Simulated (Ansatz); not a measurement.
Input

```
crystal:
  periodic: [false, false, false]
  atoms:
    - {symbol: B, position_ang: [-0.221138, -0.803290, 0.292152]}
    - {symbol: Zn, position_ang: [0.299392, 1.086391, -0.395383]}
    - {symbol: H, position_ang: [-1.255113, -1.024705, 0.859609]}
    - {symbol: H, position_ang: [0.487502, -1.761911, 0.154362]}
    - {symbol: H, position_ang: [0.689357, 2.503515, -0.910731]}
basis:
  gaussian: {orbitals: def2-TZVPP}
hamiltonian: {xc: pbe0, dispersion: d4}
output: {orbitals: {seedname: orbitals}}
```

Run with:

```sh
ansatz run in.yaml --threads 2 --pin off --events-out ev --progress --plain --max-ram 4352MiB
```

Geometry: PBE0-D4/def2-TZVP.

Computed with RKS PBE0-D4/def2-TZVPP (Ansatz 0.2.0).

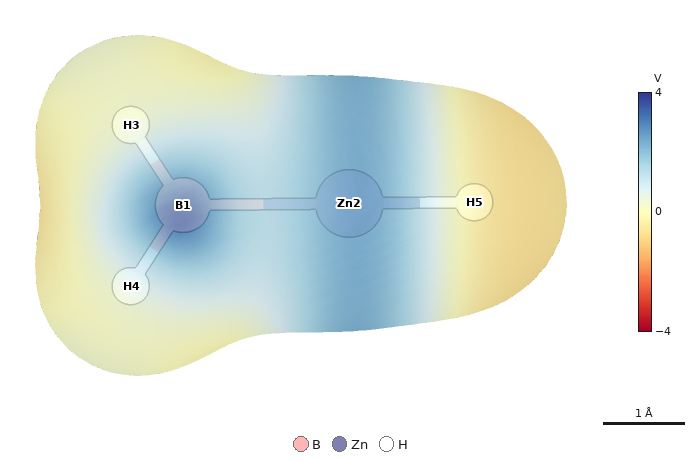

BH$_{3}$Zn (SMILES [BH2][ZnH]). The electrostatic potential painted on the density surface at 0.004 e/bohr³, seen across its widest extent; red is negative and blue positive.

Describe the electrostatic potential map.

Answer. The most negative region (about −0.7 V) lies over H5, the most positive (about +3.0 V) over B1.
